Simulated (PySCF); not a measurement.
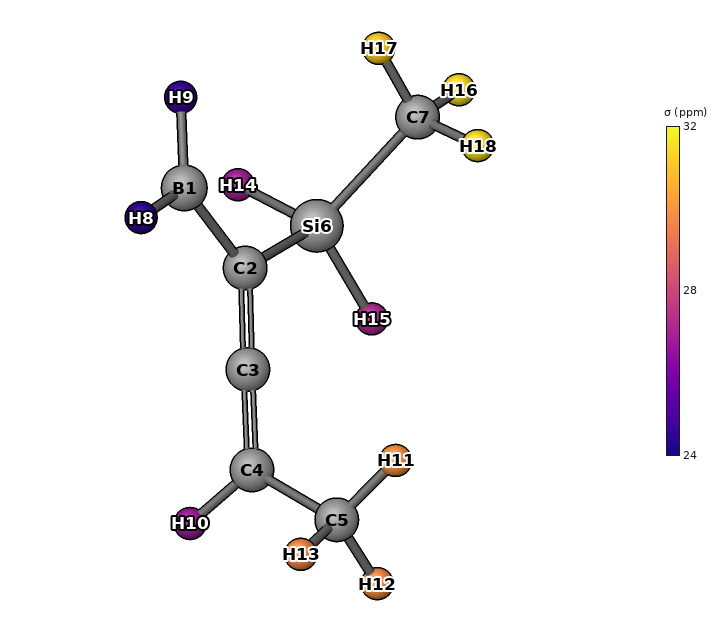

Atoms are coloured by their isotropic NMR shieldings (H only, the others grey). The computed structure is the end point of a GFN2-xTB optimisation. No frequency run is at hand to confirm it as a minimum. Method: GIAO PBE0/pcSseg-1 NMR shielding, non-relativistic, gas phase (PySCF 2.14.0).

Which H atom is the most shielded (lowest chemical shift)?

H16 (31.51 ppm).

Which H atom is the least shielded (highest chemical shift)?

H8 (24.49 ppm).

How wide is the range of H shifts?

7.02 ppm.

Give the isotropic NMR shieldings of the H atoms atom by atom.

```csv
atom,σ (ppm)
H8,24.49
H9,24.66
H10,26.80
H11,29.98
H12,29.87
H13,29.76
H14,26.95
H15,27.23
H16,31.51
H17,31.16
H18,31.47
```

The geometry is semi-empirical. Around B, Si such bond lengths and angles can be off by a tenth of an ångström or more and by several degrees, and values that hang on the shape move with them.
